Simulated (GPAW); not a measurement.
## Fe: a ladder in all numerical settings together

Two starts of Fe are run at each rung of all numerical settings together. Which rung is enough?

Calculated with GPAW 26.7.0; PBE; plane waves with GPAW's PAW setups, scalar-relativistic.

The database entry behind the starting cell differs from later determinations by our own check (an axis about 0.7 % long against later determinations), so it need not match the best structure at ambient conditions.

## Step 1: Starting point

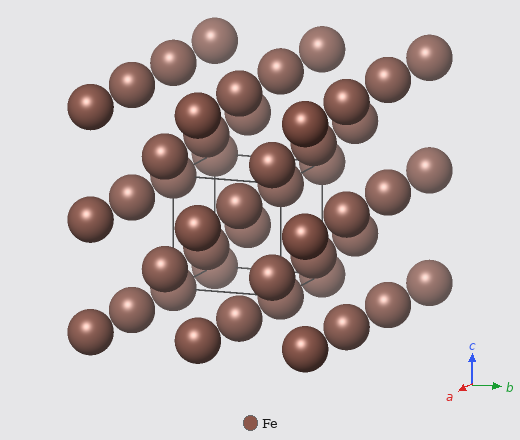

Start, viewed slightly off an axis; iron brown. 3×2×2 cells are drawn. This picture shows the conventional cell, with its axes. Some periodic images of atoms are drawn too.

## Step 2: Rung 1 (280 eV, mesh 6×6×6), start ferro +

Several settings change at once from rung to rung, from a quick look to a careful run; the headings and inputs name them.

Contents of order1.py:

```python
import json
import numpy as np
from ase import Atoms
from ase.parallel import paropen, parprint
from gpaw import GPAW

atoms = Atoms(['Fe'],
    cell=[[-1.443, 1.443, 1.443],
         [1.443, -1.443, 1.443],
         [1.443, 1.443, -1.443]],
    scaled_positions=[[0.0, 0.0, 0.0]],
    pbc=True,
    magmoms=[2.8])
atoms.calc = GPAW(mode={'name': 'pw', 'ecut': 280},
    xc='PBE',
    kpts={'size': (6, 6, 6), 'gamma': True},
    occupations={'name': 'fermi-dirac', 'width': 0.2},
    convergence={'density': 1e-05, 'energy': 1e-05},
    maxiter=200,
    symmetry={'tolerance': 1e-4},
    txt='order1.txt')
e = atoms.get_potential_energy(force_consistent=True)
res = {'free_energy': e, 'energy_sigma0': atoms.get_potential_energy(), 'fermi_energy': atoms.calc.get_fermi_level()}
res['moments'] = atoms.get_magnetic_moments().tolist()
res['total'] = atoms.get_magnetic_moment()
parprint('site moments (muB):', np.round(res['moments'], 3))
parprint(f"total moment: {res['total']:.3f} muB")
parprint(f'free energy: {e:.6f} eV')
atoms.calc.write('order1.gpw')
with paropen('results.json', 'w') as f:
    json.dump(res, f)
```

On the command line:

```console
OMP_NUM_THREADS=1 mpirun -n 2 gpaw python order1.py > order1.log
```

Numbers of over 12 decimals in the logs are rounded to 6 here.

The log of the run:

```text
site moments (muB): [2.297]
total moment: 2.269 muB
free energy: -8.847595 eV

--- order1.txt ---
Input parameters:
  mode=PW(ecut=280),
  convergence={'density': 1e-05, 'energy': 1e-05},
  kpts=MonkhorstPack(size=(6, 6, 6), gamma=True),
  maxiter=200,
  occupations=Occupations(name='fermi-dirac', width=0.2),
  symmetry=Symmetry(tolerance=0.0001),
  xc=XC(name='PBE')

Diagonalizing LCAO Hamiltonian
Converting LCAO to pw mode

       Fe

Atoms  # Å, Bohr magnetons
|   | symbol |        x |        y |        z |    initial magnetic moments |
|---|--------|----------|----------|----------|-----------------------------|
| 0 |     Fe | 0.000000 | 0.000000 | 0.000000 | ( 0.0000,  0.0000,  2.8000) |

Unit cell  # Å
| periodic |         x |         y |         z |  lengths |     angles |
|----------|-----------|-----------|-----------|----------|------------|
|      yes | -1.443000 |  1.443000 |  1.443000 | 2.499349 | 109.471221 |
|      yes |  1.443000 | -1.443000 |  1.443000 | 2.499349 | 109.471221 |
|      yes |  1.443000 |  1.443000 | -1.443000 | 2.499349 | 109.471221 |

Number of symmetries: 48

BZ-sampling:
  Number of BZ points: 216
  Number of IBZ points: 16

  Monkhorst-Pack size: [6, 6, 6]
  Monkhorst-Pack shift: [0.083333, 0.083333, 0.083333]

Plane wave coefficients: 135
Cutoff: 280.0 eV

Spin-components: 2 (collinear spins)
Bands:           9
Projectors:      6
Spin-degeneracy: 1
Datatype:        complex128

Parallelization:
  kpt:    2
  domain: 1
  band:   1

Density:
  Valence electrons: 8.0
  Components: 2
  Grid points: [10 10 10]
  Charge: 0.0  # |e|

Potential:
  Grid points: [10 10 10]

[... setups left out ...]
Reference energy: -34619.454600  # eV

eigensolver:
  PPCG
  Converge bands: occupied
  niter=2

density mixing:
  MSR1-Mixer
  Pratt-step length: 0.05
  Maximum mixing coefficient: 0.75
  Old densities: 10
  SVD Regularization: 0.005
  Good broyden scale: 1.0
  Trust region scale: 1.0
  Backstep threshold: 4.0
  History deletion threshold: 6.0
  Fourier metric: weight=20.0, sigma=0.015

occupation numbers:
  Fermi-Dirac:
    width: 0.2000  # eV

poisson solver:
  ecut: 2240.0  # eV

xc functional:
  name: PBE with 2 nearest neighbor stencil

convergence criteria:
- Maximum integral of absolute [dens]ity change: 1e-05 electrons / valence electron
- Maximum [total energy] change in last 3 cyles: 1e-05 eV / valence electron
- Maximum integral of absolute [eigenst]ate change: 4e-08 eV^2 / valence electron
maximum number of iterations: 200

SCF iterations
|iter     |      energy | eigst |  dens |  magmom |
|---------|-------------|-------|-------|---------|
|iter:   1|       0s |   -8.681178 | +0.21 |       |  +2.8049|
|iter:   2|       0s |   -8.680364 | -1.97 | -1.02 |  +2.7846|
|iter:   3|       0s |   -8.725466 | -2.37 | -1.07 |  +2.6154|
|iter:   4|       0s |   -8.753473 | -3.32 | -1.36 |  +2.5241|
|iter:   5|       1s |   -8.781064 | -3.01 | -1.51 |  +2.3551|
|iter:   6|       1s |   -8.783417 | -4.20 | -2.08 |  +2.3035|
|iter:   7|       1s |   -8.783925 | -4.66 | -2.44 |  +2.2678|
|iter:   8|       1s |   -8.783909 | -6.24 | -3.06 |  +2.2672|
|iter:   9|       2s |   -8.783871c| -6.08 | -3.32 |  +2.2689|
|iter:  10|       2s |   -8.783868c| -8.12c| -4.18 |  +2.2690|
|iter:  11|       2s |   -8.783867c| -7.61c| -4.53 |  +2.2691|
|iter:  12|       2s |   -8.783867c| -9.23c| -5.86c|  +2.2691|

Converged in 12 steps
Energy contributions relative to reference atoms: (reference = -34619.454600)

Energy contributions:
  Kinetic:           5.636245
  Coulomb:          -5.083654
  Zero:              0.483953
  External:          0.000000
  Xc:               -9.756683
  Entropy:          -0.127456
  Spinorbit:         0.000000
  ----------------------------
  Free energy:      -8.847595
  Extrapolated:     -8.783867

dipole moment: (-3.536851, -3.536851, -3.536851)  # |e|*Ang

Total magnetic moment: (0.000000, 0.000000, 2.269124)

Local magnetic moments
|        x |        y |        z |
|----------|----------|----------|
| 0.000000 | 0.000000 | 2.297213 |  # Fe   0

Fermi level: 9.439
Eigenvalues  # (at kpt = [0.000, 0.000, 0.000])
| band index |      eig [eV] | occ [0-1] |      eig [eV] | occ [0-1] |
|------------|---------------|-----------|---------------|-----------|
|          0 |         1.101 |     1.000 |         1.255 |     1.000 |
|          1 |         7.183 |     1.000 |         9.184 |     0.782 |
|          2 |         7.183 |     1.000 |         9.184 |     0.782 |
|          3 |         7.183 |     1.000 |         9.184 |     0.782 |
|          4 |         8.309 |     0.997 |        11.106 |     0.000 |
|          5 |         8.309 |     0.997 |        11.106 |     0.000 |
|          6 |        36.048 |     0.000 |        38.544 |     0.000 |
|          7 |        38.351 |     0.000 |        38.544 |     0.000 |
|          8 |        38.351 |     0.000 |        40.948 |     0.000 |

No gap
No difference between direct/indirect transitions
```

The job ended after 7.8 s (2 MPI ranks of Arm Neoverse N1, shared host; peak memory 0.28 GiB).

Spin moment in the augmentation sphere by atom:

```
atom  spin moment in the augmentation sphere (μB)
 Fe1                                         2.30
```

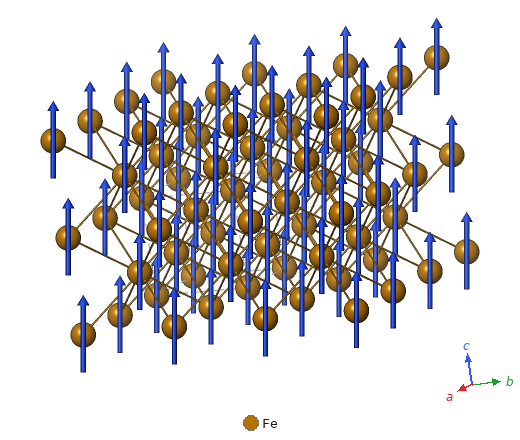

Spin moment in the augmentation sphere as arrows, the longest 2.30 μB. Up and down stand for the sign. Arrows give size and sign along the axis of quantisation, drawn up and down the page. 3×3×2 conventional cells are drawn. Some periodic images of atoms are drawn too.

Read from the output:

```yaml
magnetization: 2.269 μB
final_state: ferromagnetic
```

After 12 cycles the largest moment stands at 2.30 μB.

## Step 3: Rung 1 (280 eV, mesh 6×6×3), start antiferro q=(0,0,1/2) +-

The second start gives the energy difference between the two end states, the quantity that is followed up the ladder. Its q is in fractions of the reciprocal vectors of the first run's cell.

order2.py is the script of step 2 with these lines changed:

```diff
@@ -6,12 +6,13 @@
 
-atoms = Atoms(['Fe'],
+atoms = Atoms(['Fe', 'Fe'],
     cell=[[-1.443, 1.443, 1.443],
          [1.443, -1.443, 1.443],
-         [1.443, 1.443, -1.443]],
-    scaled_positions=[[0.0, 0.0, 0.0]],
+         [2.886, 2.886, -2.886]],
+    scaled_positions=[[0.0, 0.0, 0.0],
+         [0.0, 0.0, 0.5]],
     pbc=True,
-    magmoms=[2.8])
+    magmoms=[2.8, -2.8])
 atoms.calc = GPAW(mode={'name': 'pw', 'ecut': 280},
     xc='PBE',
-    kpts={'size': (6, 6, 6), 'gamma': True},
+    kpts={'size': (6, 6, 3), 'gamma': True},
     occupations={'name': 'fermi-dirac', 'width': 0.2},
@@ -20,3 +21,3 @@
     symmetry={'tolerance': 1e-4},
-    txt='order1.txt')
+    txt='order2.txt')
 e = atoms.get_potential_energy(force_consistent=True)
@@ -28,3 +29,3 @@
 parprint(f'free energy: {e:.6f} eV')
-atoms.calc.write('order1.gpw')
+atoms.calc.write('order2.gpw')
 with paropen('results.json', 'w') as f:
```

On the command line:

```console
OMP_NUM_THREADS=1 mpirun -n 2 gpaw python order2.py > order2.log
```

The log of the run:

```text
site moments (muB): [ 2.031 -2.031]
total moment: 0.000 muB
free energy: -17.288097 eV

--- order2.txt ---
Input parameters:
  mode=PW(ecut=280),
  convergence={'density': 1e-05, 'energy': 1e-05},
  kpts=MonkhorstPack(size=(6, 6, 3), gamma=True),
  maxiter=200,
  occupations=Occupations(name='fermi-dirac', width=0.2),
  symmetry=Symmetry(tolerance=0.0001),
  xc=XC(name='PBE')

Diagonalizing LCAO Hamiltonian
Converting LCAO to pw mode

       Fe

           Fe

Atoms  # Å, Bohr magnetons
|   | symbol |        x |        y |         z |    initial magnetic moments |
|---|--------|----------|----------|-----------|-----------------------------|
| 0 |     Fe | 0.000000 | 0.000000 |  0.000000 | ( 0.0000,  0.0000,  2.8000) |
| 1 |     Fe | 1.443000 | 1.443000 | -1.443000 | ( 0.0000,  0.0000, -2.8000) |

Number of symmetries: 4

BZ-sampling:
  Number of BZ points: 108
  Number of IBZ points: 34

  Monkhorst-Pack size: [6, 6, 3]
  Monkhorst-Pack shift: [0.083333, 0.083333, 0.0]

Plane wave coefficients: 269
Cutoff: 280.0 eV

Spin-components: 2 (collinear spins)
Bands:           14
Projectors:      12
Spin-degeneracy: 1
Datatype:        complex128

Parallelization:
  kpt:    2
  domain: 1
  band:   1

Density:
  Valence electrons: 16.0
  Components: 2
  Grid points: [10 10 20]
  Charge: 0.0  # |e|

Potential:
  Grid points: [10 10 20]

[... setups left out ...]
Reference energy: -69238.909200  # eV

convergence criteria:
- Maximum integral of absolute [dens]ity change: 1e-05 electrons / valence electron
- Maximum [total energy] change in last 3 cyles: 1e-05 eV / valence electron
[...]
|iter:  10|       5s |  -17.074992 | -6.97 | -4.00 |  -0.0000|
|iter:  11|       5s |  -17.074989c| -7.96c| -4.51 |  +0.0000|
|iter:  12|       6s |  -17.074991c| -7.81c| -4.26 |  -0.0000|
|iter:  13|       6s |  -17.074988c| -8.11c| -4.80 |  +0.0000|
|iter:  14|       7s |  -17.074987c| -8.55c| -5.23c|  +0.0000|

Converged in 14 steps
Energy contributions relative to reference atoms: (reference = -69238.909200)

Energy contributions:
  Kinetic:           8.093071
  Coulomb:          -7.522911
  Zero:              0.967319
  External:          0.000000
  Xc:              -18.399355
  Entropy:          -0.426220
  Spinorbit:         0.000000
  ----------------------------
  Free energy:     -17.288097
  Extrapolated:    -17.074987

dipole moment: (-7.087961, -7.087961, -7.087933)  # |e|*Ang

Total magnetic moment: (0.000000, 0.000000, 0.000000)

Local magnetic moments
|        x |        y |         z |
|----------|----------|-----------|
| 0.000000 | 0.000000 |  2.031273 |  # Fe   0
| 0.000000 | 0.000000 | -2.031272 |  # Fe   1

Fermi level: 9.730
Eigenvalues  # (at kpt = [0.000, 0.000, 0.000])
| band index |      eig [eV] | occ [0-1] |      eig [eV] | occ [0-1] |
|------------|---------------|-----------|---------------|-----------|
|          0 |         1.173 |     1.000 |         1.173 |     1.000 |
|          1 |         5.156 |     1.000 |         5.156 |     1.000 |
|          2 |         6.679 |     1.000 |         6.679 |     1.000 |
|          3 |         7.737 |     1.000 |         7.737 |     1.000 |
|          4 |         7.876 |     1.000 |         7.876 |     1.000 |
[...]
|         10 |        10.989 |     0.002 |        10.989 |     0.002 |
|         11 |        11.055 |     0.001 |        11.055 |     0.001 |
|         12 |        16.881 |     0.000 |        16.881 |     0.000 |
|         13 |        28.767 |     0.000 |        28.767 |     0.000 |

No gap
No difference between direct/indirect transitions
```

Run time: 11 s. Hardware: 2 MPI ranks; peak memory 0.29 GiB; 23 s of CPU time.

Spin moment in the augmentation sphere by atom:

```
atom  spin moment in the augmentation sphere (μB)
 Fe1                                         2.03
 Fe2                                        -2.03
```

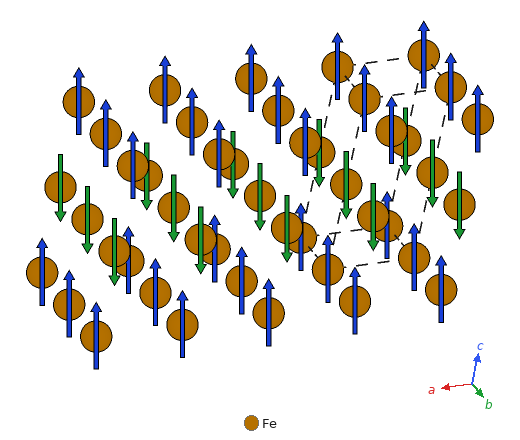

Spin moment in the augmentation sphere as arrows, the longest 2.03 μB. Up and down stand for the sign. Arrows give size and sign along the axis of quantisation, drawn up and down the page. The two directions have two colours. 4×2×1 cells are drawn. Some periodic images of atoms are drawn too.

Read from the output:

| Item | Value |
| --- | --- |
| magnetization | 0 μB |
| final state | antiferromagnetic |

This start lies +203.5 meV a seeded atom from the first; its largest moment is 2.03 μB.

## Step 4: Rung 2 (380 eV, mesh 8×8×8), start ferro +

order1.py is the script of step 2 with these lines changed:

```diff
@@ -13,6 +13,6 @@
     magmoms=[2.8])
-atoms.calc = GPAW(mode={'name': 'pw', 'ecut': 280},
+atoms.calc = GPAW(mode={'name': 'pw', 'ecut': 380},
     xc='PBE',
-    kpts={'size': (6, 6, 6), 'gamma': True},
-    occupations={'name': 'fermi-dirac', 'width': 0.2},
+    kpts={'size': (8, 8, 8), 'gamma': True},
+    occupations={'name': 'fermi-dirac', 'width': 0.15},
     convergence={'density': 1e-05, 'energy': 1e-05},
```

On the command line:

```console
OMP_NUM_THREADS=1 mpirun -n 2 gpaw python order1.py > order1.log
```

The log of the run:

```text
site moments (muB): [2.343]
total moment: 2.301 muB
free energy: -8.890937 eV

--- order1.txt ---
Input parameters:
  mode=PW(ecut=380),
  convergence={'density': 1e-05, 'energy': 1e-05},
  kpts=MonkhorstPack(size=(8, 8, 8), gamma=True),
  maxiter=200,
  occupations=Occupations(name='fermi-dirac', width=0.15),
  symmetry=Symmetry(tolerance=0.0001),
  xc=XC(name='PBE')

Diagonalizing LCAO Hamiltonian
[...]
|          3 |         7.136 |     1.000 |         9.189 |     0.788 |
|          4 |         8.257 |     0.999 |        11.083 |     0.000 |
|          5 |         8.257 |     0.999 |        11.083 |     0.000 |
|          6 |        35.526 |     0.000 |        38.522 |     0.000 |
|          7 |        38.361 |     0.000 |        38.522 |     0.000 |
|          8 |        38.361 |     0.000 |        40.949 |     0.000 |

No gap
No difference between direct/indirect transitions

[key lines of the parts left out:]
Free energy:      -8.890937
Converged in 12 steps
dipole moment: (-3.536316, -3.536316, -3.536316)  # |e|*Ang
Fermi level: 9.386
```

Elapsed: 8.3 s, on 2 MPI ranks; peak memory 0.29 GiB; 16 s of CPU time.

This step gave:

```yaml
magnetization: 2.301 μB
final_state: ferromagnetic
largest_moment: 2.343 μB
```

The largest moment moves by +0.05 μB from rung 1, at 1.1 times its CPU time.

## Step 5: Rung 2 (380 eV, mesh 8×8×4), start antiferro q=(0,0,1/2) +-

order2.py is the script of step 3 with these lines changed:

```diff
@@ -14,6 +14,6 @@
     magmoms=[2.8, -2.8])
-atoms.calc = GPAW(mode={'name': 'pw', 'ecut': 280},
+atoms.calc = GPAW(mode={'name': 'pw', 'ecut': 380},
     xc='PBE',
-    kpts={'size': (6, 6, 3), 'gamma': True},
-    occupations={'name': 'fermi-dirac', 'width': 0.2},
+    kpts={'size': (8, 8, 4), 'gamma': True},
+    occupations={'name': 'fermi-dirac', 'width': 0.15},
     convergence={'density': 1e-05, 'energy': 1e-05},
```

On the command line:

```console
OMP_NUM_THREADS=1 mpirun -n 2 gpaw python order2.py > order2.log
```

The log of the run:

```text
site moments (muB): [ 2.031 -2.031]
total moment: 0.000 muB
free energy: -17.410078 eV

--- order2.txt ---
Input parameters:
  mode=PW(ecut=380),
  convergence={'density': 1e-05, 'energy': 1e-05},
  kpts=MonkhorstPack(size=(8, 8, 4), gamma=True),
  maxiter=200,
  occupations=Occupations(name='fermi-dirac', width=0.15),
  symmetry=Symmetry(tolerance=0.0001),
  xc=XC(name='PBE')

Diagonalizing LCAO Hamiltonian
[...]
|          3 |         7.698 |     1.000 |         7.698 |     1.000 |
|          4 |         7.841 |     1.000 |         7.841 |     1.000 |
[...]
|         10 |        10.970 |     0.000 |        10.970 |     0.000 |
|         11 |        10.999 |     0.000 |        10.999 |     0.000 |
|         12 |        16.850 |     0.000 |        16.850 |     0.000 |
|         13 |        28.769 |     0.000 |        28.769 |     0.000 |

No gap
No difference between direct/indirect transitions

[key lines of the parts left out:]
Free energy:     -17.410078
Converged in 14 steps
dipole moment: (-7.089440, -7.089440, -7.089412)  # |e|*Ang
Fermi level: 9.668
```

Wall time 25 s (2 MPI ranks); peak memory 0.32 GiB; 50 s of CPU time.

Numbers from this step:

- magnetization: 0 μB
- final state: antiferromagnetic
- largest moment: 2.031 μB

This start lies +185.9 meV a seeded atom from the first, a change of -17.6 meV since rung 1; its largest moment is 2.03 μB.

## Step 6: Rung 3 (500 eV, mesh 12×12×12), start ferro +

order1.py is the script of step 4 with these lines changed:

```diff
@@ -13,6 +13,6 @@
     magmoms=[2.8])
-atoms.calc = GPAW(mode={'name': 'pw', 'ecut': 380},
+atoms.calc = GPAW(mode={'name': 'pw', 'ecut': 500},
     xc='PBE',
-    kpts={'size': (8, 8, 8), 'gamma': True},
-    occupations={'name': 'fermi-dirac', 'width': 0.15},
+    kpts={'size': (12, 12, 12), 'gamma': True},
+    occupations={'name': 'fermi-dirac', 'width': 0.1},
     convergence={'density': 1e-05, 'energy': 1e-05},
```

On the command line:

```console
OMP_NUM_THREADS=1 mpirun -n 2 gpaw python order1.py > order1.log
```

The log of the run:

```text
site moments (muB): [2.32]
total moment: 2.273 muB
free energy: -9.023453 eV

--- order1.txt ---
Input parameters:
  mode=PW(ecut=500),
  convergence={'density': 1e-05, 'energy': 1e-05},
  kpts=MonkhorstPack(size=(12, 12, 12), gamma=True),
  maxiter=200,
  occupations=Occupations(name='fermi-dirac', width=0.1),
  symmetry=Symmetry(tolerance=0.0001),
  xc=XC(name='PBE')

Diagonalizing LCAO Hamiltonian
[...]
|          3 |         7.123 |     1.000 |         9.139 |     0.884 |
|          4 |         8.239 |     1.000 |        11.067 |     0.000 |
|          5 |         8.239 |     1.000 |        11.067 |     0.000 |
|          6 |        35.049 |     0.000 |        38.519 |     0.000 |
|          7 |        38.353 |     0.000 |        38.519 |     0.000 |
|          8 |        38.353 |     0.000 |        40.930 |     0.000 |

No gap
No difference between direct/indirect transitions

[key lines of the parts left out:]
Free energy:      -9.023453
Converged in 12 steps
dipole moment: (-3.532967, -3.532967, -3.532967)  # |e|*Ang
Fermi level: 9.342
```

Run time: 15 s. Hardware: 2 MPI ranks; peak memory 0.3 GiB; 31 s of CPU time.

Numbers from this step:

```yaml
magnetization: 2.273 μB
final_state: ferromagnetic
largest_moment: 2.320 μB
```

The largest moment moves by -0.02 μB from rung 2, at 1.9 times its CPU time.

## Step 7: Rung 3 (500 eV, mesh 12×12×6), start antiferro q=(0,0,1/2) +-

order2.py is the script of step 5 with these lines changed:

```diff
@@ -14,6 +14,6 @@
     magmoms=[2.8, -2.8])
-atoms.calc = GPAW(mode={'name': 'pw', 'ecut': 380},
+atoms.calc = GPAW(mode={'name': 'pw', 'ecut': 500},
     xc='PBE',
-    kpts={'size': (8, 8, 4), 'gamma': True},
-    occupations={'name': 'fermi-dirac', 'width': 0.15},
+    kpts={'size': (12, 12, 6), 'gamma': True},
+    occupations={'name': 'fermi-dirac', 'width': 0.1},
     convergence={'density': 1e-05, 'energy': 1e-05},
```

On the command line:

```console
OMP_NUM_THREADS=1 mpirun -n 2 gpaw python order2.py > order2.log
```

The log of the run:

```text
site moments (muB): [ 2.074 -2.074]
total moment: 0.000 muB
free energy: -17.626436 eV

--- order2.txt ---
Input parameters:
  mode=PW(ecut=500),
  convergence={'density': 1e-05, 'energy': 1e-05},
  kpts=MonkhorstPack(size=(12, 12, 6), gamma=True),
  maxiter=200,
  occupations=Occupations(name='fermi-dirac', width=0.1),
  symmetry=Symmetry(tolerance=0.0001),
  xc=XC(name='PBE')

Diagonalizing LCAO Hamiltonian
[...]
|          3 |         7.652 |     1.000 |         7.652 |     1.000 |
|          4 |         7.805 |     1.000 |         7.805 |     1.000 |
[...]
|         10 |        10.963 |     0.000 |        10.963 |     0.000 |
|         11 |        10.981 |     0.000 |        10.981 |     0.000 |
|         12 |        16.846 |     0.000 |        16.846 |     0.000 |
|         13 |        28.773 |     0.000 |        28.773 |     0.000 |

No gap
No difference between direct/indirect transitions


[key lines of the parts left out:]
Free energy:     -17.626436
Converged in 15 steps
dipole moment: (-7.082851, -7.082851, -7.082823)  # |e|*Ang
Fermi level: 9.653
```

Elapsed: 1.7 min, on 2 MPI ranks; peak memory 0.41 GiB.

This step gave:

```
magnetization  : 0 μB
final state    : antiferromagnetic
largest moment : 2.074 μB
```

This start lies +210.2 meV a seeded atom from the first, a change of +24.3 meV since rung 2; its largest moment is 2.07 μB.

[end of part 1 of 2]

[Logs and program files are shortened in this print: banners, set-up blocks, solver, clock and traceback lines can be left out without a mark of their own.]

[Logs are printed without paths, hosts, clocks, repeated set-up lines and the standing remarks that a program may print on its own settings, such as how far it seeks lower states.]

[Hosts, paths, dates, database ids (printed as entryN), source tags and the programs' standing remarks are cut or masked in the printed files.]

[Where a cell is said to come from a database of computed structures, the database is the Materials Project.]
